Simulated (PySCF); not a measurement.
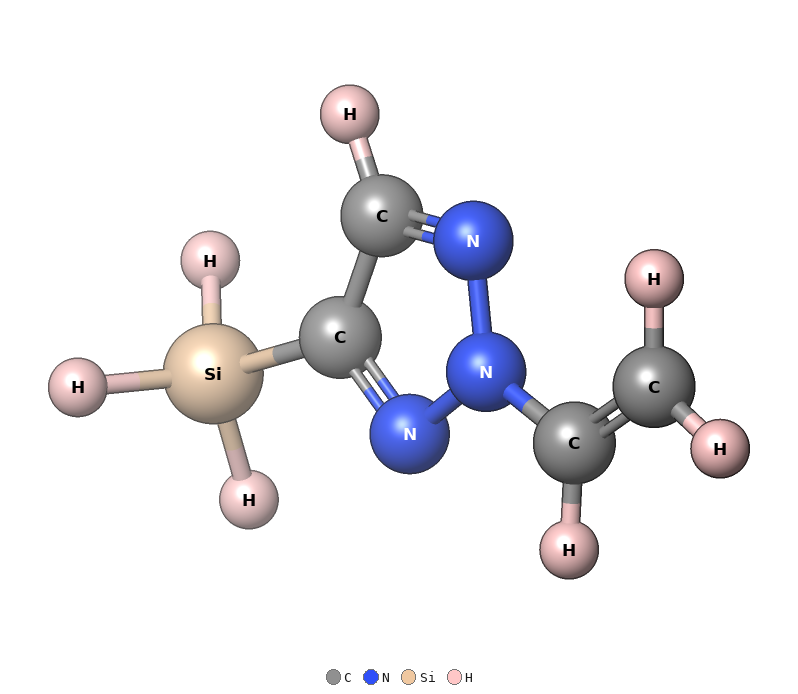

Orthographic view. Depth is shown by fading: the farther an atom, the more it takes the colour of the background. The computed structure is the end point of a PBE0-D3(BJ)/def2-SVP optimisation. No frequency run is at hand to confirm it as a minimum.

**Give the standard InChI.**

InChI=1S/C4H7N3Si/c1-2-7-5-3-4(8)6-7/h2-3H,1H2,8H3
